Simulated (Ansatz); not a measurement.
# BSiH4 (SMILES [BH][SiH3]) at UBLYP/STO-3G

What is the electronic atomisation energy of BSiH4 at UBLYP/STO-3G? 

Program for the calculation: Ansatz 0.2.0.

54 further runs of the same task are left out: 1 that didn't finish, 53 set aside as unsound or not needed.

## 1. The structure to begin with

BSiH4 has 6 atoms, charge 0, and is taken as a doublet. As SMILES, `[BH][SiH3]`. The shape is that of a GFN2-xTB optimisation.

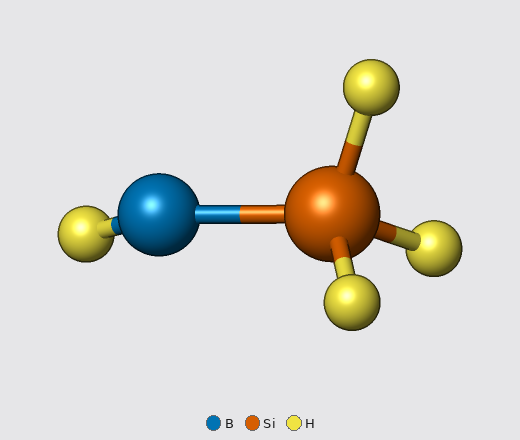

The structure, seen from a chosen angle (boron blue, silicon orange, hydrogen yellow).

## 2. A single-point energy at UBLYP/STO-3G

File in.yaml:

```yaml
crystal:
  periodic: [false, false, false]
  atoms:
    - {symbol: B, position_ang: [0.938510, -0.830080, 0.651420]}
    - {symbol: Si, position_ang: [-0.268720, 0.378400, -0.198310]}
    - {symbol: H, position_ang: [1.206890, -1.921260, 0.929580]}
    - {symbol: H, position_ang: [-1.511470, -0.138420, -0.820190]}
    - {symbol: H, position_ang: [0.392690, 1.102720, -1.300860]}
    - {symbol: H, position_ang: [-0.757900, 1.408630, 0.738360]}
basis:
  gaussian:
    orbitals: STO-3G
magnetization:
  spin_polarized: true
  initial_magnetization: 1
hamiltonian:
  xc: {name: BLYP}
accuracy: high
```

The run is started by

```sh
$ ansatz run in.yaml --threads 1 --pin off --max-ram 2610MiB --events-out events.jsonl --progress --plain --runs-dir runs
```

Output:

```text
Warning: RAYON_NUM_THREADS=1 ignored (pool sized by the plan → 1); use --threads N
Functional definition: BLYP
  name "BLYP"
  parameter beta = 0.0042
  parameter a = 0.04918
  parameter b = 0.132
  parameter c = 0.2533
  parameter d = 0.349
  exchange = b88_x(beta = beta)
  correlation = lyp_c(a = a, b = b, c = c, d = d)
311 factors; integrals over basis functions are off by at most 2.2e-8 eV
mean field evaluation 1: about -8512.8613 eV, gradient 1.1e1 eV
mean field evaluation 2: about -8513.0330 eV, gradient 9.9e0 eV
mean field evaluation 4: about -8513.7761 eV, gradient 1.3e-1 eV
mean field evaluation 8: about -8513.7061 eV, gradient 1.1e-3 eV
mean field evaluation 16: about -8513.7061 eV, gradient 2.4e-6 eV
mean field -8513.70606000 eV, -312.8729269079 hartree, gradient 4.9e-8 eV, S^2 0.751847; 3 other end points of the search recorded, 0 dependent functions left out
reference -8513.70609788 eV, -312.8729282997 hartree; 12, 11 occupied and 6, 7 virtual orbitals, 311 factors
Total energy: -8513.70609788 eV, -312.8729282997 hartree
```

Run time: 3.6 s. Hardware: 1 thread of Intel Xeon Platinum 8259CL at 2.50GHz (Skylake/Cascade Lake), shared host; peak memory 0.14 GiB.

## 3. The B atom, same level

File in.yaml:

```yaml
basis:
  gaussian: {orbitals: STO-3G}
crystal:
  periodic: [false, false, false]
  atoms:
    - symbol: B
      position_ang: [0.000000, 0.000000, 0.000000]
magnetization: {spin_polarized: true, initial_magnetization: 1}
hamiltonian: {xc: {name: BLYP}}
accuracy: high
```

Run the same way, it converges to -24.26591 Eh (log not shown).

## 4. The H atom, same level

File run.yaml:

```yaml
crystal:
  periodic: [false, false, false]
  atoms:
    - {symbol: H, position_ang: [0.000000, 0.000000, 0.000000]}
basis:
  gaussian:
    orbitals: STO-3G
magnetization:
  spin_polarized: true
  initial_magnetization: 1
hamiltonian:
  xc: {name: BLYP}
accuracy: high
```

Run the same way, it converges to -0.46274 Eh (log not shown).

## 5. The Si atom

File in.yaml:

```yaml
crystal:
  periodic: [false, false, false]
  atoms:
    - {symbol: Si, position_ang: [0.000000, 0.000000, 0.000000]}
basis:
  gaussian: {orbitals: STO-3G}
magnetization: {spin_polarized: true, initial_magnetization: 2}
hamiltonian: {xc: {name: BLYP}}
accuracy: high
```

Run the same way, it converges to -285.90455 Eh (log not shown).

## 6. Summary of results

At UBLYP/STO-3G:

| quantity | value |
| --- | --- |
| molecule: total energy | -312.87293 Eh |
| molecule: ⟨S²⟩ | 0.752 |
| B atom: total energy | -24.26591 Eh |
| B atom: ⟨S²⟩ | 0.750 |
| H atom: total energy | -0.46274 Eh |
| H atom: ⟨S²⟩ | 0.750 |
| Si atom: total energy | -285.90455 Eh |
| Si atom: ⟨S²⟩ | 2.000 |
| electronic atomisation energy | 23.171 eV |

In words: Taking the molecule apart into free atoms costs 23.17 eV (2236 kJ/mol), before zero-point energy and without spin-orbit coupling. In a minimal basis such a difference can be off by several eV, whatever the method.
